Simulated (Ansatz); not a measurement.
# SiBr₂Cl₂: basis-set convergence

Aim: see how fast density functionals converge with the basis set for SiBr₂Cl₂.

Program: Ansatz 0.2.0, Gaussian basis. Level of theory: one geometry, several basis sets. These are calculated values, not measurements.

Plan: PBE0-D4/def2-SVP; ωB97M-V/def2-SVP; PBE0-D4/def2-QZVPP; ωB97M-V/def2-QZVPP; the functionals' def2-TZVPP values are taken from earlier runs.

### Step 1. The geometry

All runs share one geometry, relaxed beforehand with PBE0-D4 in a triple-zeta def2 set.

5 atoms, charge 0, spin multiplicity 1.

Atoms are counted from 1 here; the program's logs count them from 0.

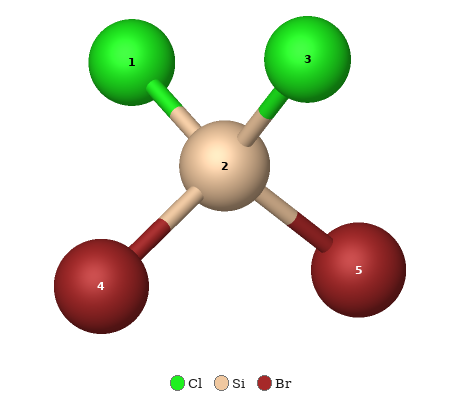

The structure; chlorine green, silicon light orange, bromine red; atoms are numbered from 1 in the order of the file.

### Step 2. PBE0-D4 in def2-SVP

The input, in.yaml:

```yaml
crystal:
  periodic: [false, false, false]
  atoms:
    - {symbol: Cl, position_ang: [-0.615439, -0.277075, 1.920455]}
    - {symbol: Si, position_ang: [0.023112, -0.035386, 0.013872]}
    - {symbol: Cl, position_ang: [1.598195, -1.264430, -0.317464]}
    - {symbol: Br, position_ang: [-1.598978, -0.539446, -1.368211]}
    - {symbol: Br, position_ang: [0.642812, 2.042838, -0.290052]}
basis:
  gaussian: {orbitals: def2-SVP}
hamiltonian: {xc: pbe0, dispersion: d4}
output: {orbitals: {seedname: orbitals}}
```

On the command line:

```console
$ ansatz run in.yaml --threads 4 --pin off --events-out ev --progress --plain --max-ram 10444MiB
```

Output:

```text
Functional definition: PBE0
  name "PBE0"
  cite "Adamo & Barone, J. Chem. Phys. 110, 6158 (1999) doi:10.1063/1.478522"
  cite "Perdew, Burke & Ernzerhof, Phys. Rev. Lett. 77, 3865 (1996) doi:10.1103/PhysRevLett.77.3865"
  parent pbe
  parameter a = 0.25
  parameter kappa = 0.804
  parameter beta = 0.06672455060314922
  exchange = (1 - a)*pbe_x(kappa = kappa, mu = beta*pi^2/3) + a*exact_x
  correlation = pbe_c(beta = beta)
1088 factors; integrals over basis functions are off by at most 9.4e-4 eV
mean field evaluation 1: about -172965.3488 eV, gradient 1.5e1 eV
mean field evaluation 2: about -172964.9828 eV, gradient 1.9e1 eV
mean field evaluation 4: about -172965.9416 eV, gradient 3.5e-1 eV
mean field evaluation 8: about -172965.9541 eV, gradient 4.7e-2 eV
mean field -172965.95414341 eV, -6356.3815742358 hartree, gradient 1.7e-5 eV, S^2 0.000000; 0 other end points of the search recorded, 0 dependent functions left out
reference -172965.95416573 eV, -6356.3815750559 hartree; 59, 59 occupied and 59, 59 virtual orbitals, 1088 factors
Total energy: -172966.21126340 eV, -6356.3910232209 hartree
```

Run time: 1.3 s. Hardware: 4 threads of Arm Neoverse V2, shared host; peak memory 0.31 GiB.

### Step 3. ωB97M-V in def2-SVP

Edit in.yaml of step 2 so:

```diff
@@ -10,3 +10,3 @@
   gaussian: {orbitals: def2-SVP}
-hamiltonian: {xc: pbe0, dispersion: d4}
+hamiltonian: {xc: {name: wB97M-V}}
 output: {orbitals: {seedname: orbitals}}
```

The command is unchanged.

Output, cut to the lines that bear on the results:

```text
Functional definition: wB97M-V
  name "wB97M-V"
  cite "Mardirossian & Head-Gordon, J. Chem. Phys. 144, 214110 (2016) doi:10.1063/1.4952647"
  cite "Becke, J. Chem. Phys. 107, 8554 (1997) doi:10.1063/1.475007"
  cite "Vydrov & Van Voorhis, J. Chem. Phys. 133, 244103 (2010) doi:10.1063/1.3521275"
  # Of w^i u^j: cxij and so on, Table III.
[...]
  gx(w, u) = 1 - cx + cx01*u + cx10*w
  gss(w, u) = css00 + css04*u^4 + css10*w + css20*w^2 + css43*w^4*u^3
  gos(w, u) = cos00 + cos10*w + (cos20 + cos21*u)*w^2 + (cos60 + cos61*u)*w^6
[...]
      + integral(e_c_pw_mod_opposite_spin*gos(b97_w_opposite, b97_u_opposite)) + vv10(b, c)
1088 factors; integrals over basis functions are off by at most 9.4e-4 eV
234 factors; integrals over basis functions are off by at most 5.8e-6 eV
[...]
mean field -172984.57918378 eV, -6357.0660318447 hartree, gradient 6.0e-5 eV, S^2 0.000000; 0 other end points of the search recorded, 0 dependent functions left out
reference -172984.57921431 eV, -6357.0660329669 hartree; 59, 59 occupied and 59, 59 virtual orbitals, 1088 factors
Total energy: -172984.57921431 eV, -6357.0660329669 hartree
```

It took 4.9 s on 4 threads of Arm Neoverse V2, shared host; peak memory 0.45 GiB.

### Step 4. PBE0-D4 in def2-QZVPP

Edit in.yaml of step 3 so:

```diff
@@ -9,4 +9,4 @@
 basis:
-  gaussian: {orbitals: def2-SVP}
-hamiltonian: {xc: {name: wB97M-V}}
+  gaussian: {orbitals: "def2-QZVPP.json"}
+hamiltonian: {xc: pbe0, dispersion: d4}
 output: {orbitals: {seedname: orbitals}}
```

Same command.

Output:

```text
Functional definition: PBE0
  name "PBE0"
  cite "Adamo & Barone, J. Chem. Phys. 110, 6158 (1999) doi:10.1063/1.478522"
  cite "Perdew, Burke & Ernzerhof, Phys. Rev. Lett. 77, 3865 (1996) doi:10.1103/PhysRevLett.77.3865"
  parent pbe
  parameter a = 0.25
  parameter kappa = 0.804
  parameter beta = 0.06672455060314922
  exchange = (1 - a)*pbe_x(kappa = kappa, mu = beta*pi^2/3) + a*exact_x
  correlation = pbe_c(beta = beta)
2207 factors; their error is unknown
mean field evaluation 1: about -172997.5080 eV, gradient 1.6e1 eV
mean field evaluation 2: about -172997.7515 eV, gradient 1.3e1 eV
mean field evaluation 4: about -172997.9997 eV, gradient 7.6e-1 eV
mean field evaluation 8: about -172998.3936 eV, gradient 3.9e-2 eV
mean field -172998.39362240 eV, -6357.5737031004 hartree, gradient 9.0e-5 eV, S^2 0.000000; 0 other end points of the search recorded, 0 dependent functions left out
reference -172998.39365313 eV, -6357.5737042296 hartree; 59, 59 occupied and 329, 329 virtual orbitals, 2207 factors
Total energy: -172998.65075080 eV, -6357.5831523946 hartree
```

Wall time 9 s (4 threads of Arm Neoverse V2, shared host); peak memory 2.3 GiB.

### Step 5. ωB97M-V in def2-QZVPP

Edit in.yaml of step 4 so:

```diff
@@ -10,3 +10,3 @@
   gaussian: {orbitals: "def2-QZVPP.json"}
-hamiltonian: {xc: pbe0, dispersion: d4}
+hamiltonian: {xc: {name: wB97M-V}}
 output: {orbitals: {seedname: orbitals}}
```

The command is unchanged.

Output, cut to the lines that bear on the results:

```text
Functional definition: wB97M-V
  name "wB97M-V"
  cite "Mardirossian & Head-Gordon, J. Chem. Phys. 144, 214110 (2016) doi:10.1063/1.4952647"
  cite "Becke, J. Chem. Phys. 107, 8554 (1997) doi:10.1063/1.475007"
  cite "Vydrov & Van Voorhis, J. Chem. Phys. 133, 244103 (2010) doi:10.1063/1.3521275"
  # Of w^i u^j: cxij and so on, Table III.
[...]
  gx(w, u) = 1 - cx + cx01*u + cx10*w
  gss(w, u) = css00 + css04*u^4 + css10*w + css20*w^2 + css43*w^4*u^3
  gos(w, u) = cos00 + cos10*w + (cos20 + cos21*u)*w^2 + (cos60 + cos61*u)*w^6
[...]
      + integral(e_c_pw_mod_opposite_spin*gos(b97_w_opposite, b97_u_opposite)) + vv10(b, c)
2093 factors; their error is unknown
249 factors; integrals over basis functions are off by at most 4.2e-5 eV
[...]
mean field -173016.63531967 eV, -6358.2440731103 hartree, gradient 4.0e-5 eV, S^2 0.000000; 0 other end points of the search recorded, 0 dependent functions left out
reference -173016.63536746 eV, -6358.2440748668 hartree; 59, 59 occupied and 329, 329 virtual orbitals, 2093 factors
Total energy: -173016.63536746 eV, -6358.2440748668 hartree
```

Run time: 19 s. Hardware: 4 threads of Arm Neoverse V2, shared host; peak memory 2.5 GiB.

### Step 6. Functionals by basis

The def2-TZVPP values come from earlier runs at the same geometry.

| functional | basis | functions | energy (eV) | from the largest (eV) | HOMO (eV) | LUMO (eV) |
| --- | --- | --- | --- | --- | --- | --- |
| PBE0-D4 | def2-SVP | 118 | -172966.2113 | 32.439 | -8.75 | -0.97 |
| PBE0-D4 | def2-TZVPP | 222 | -172994.7962 | 3.855 | -8.82 | -1.20 |
| PBE0-D4 | def2-QZVPP | 388 | -172998.6508 | 0.000 | -8.84 | -1.27 |
| ωB97M-V | def2-SVP | 118 | -172984.5792 | 32.056 | -10.90 | 1.15 |
| ωB97M-V | def2-TZVPP | 222 | -173012.9407 | 3.695 | -11.00 | 0.80 |
| ωB97M-V | def2-QZVPP | 388 | -173016.6354 | 0.000 | -11.02 | 0.65 |

### Step 7. Results

```
                                       quantity           value
PBE0-D4: double and triple zeta above quadruple  32.44, 3.85 eV
ωB97M-V: double and triple zeta above quadruple  32.06, 3.69 eV
```

**Reading.** For PBE0-D4 the step from double to triple zeta gains 28.58 eV and the next only 3.85 eV. Total energies overstate the basis error of differences, where much of it tends to cancel. The LUMO of ωB97M-V is positive and keeps falling with the basis (1.15 to 0.65 eV): an unbound level that the basis holds in place.

For PBE0-D4 the largest set took about 7 times as long as the smallest (9 s against 1.3 s).
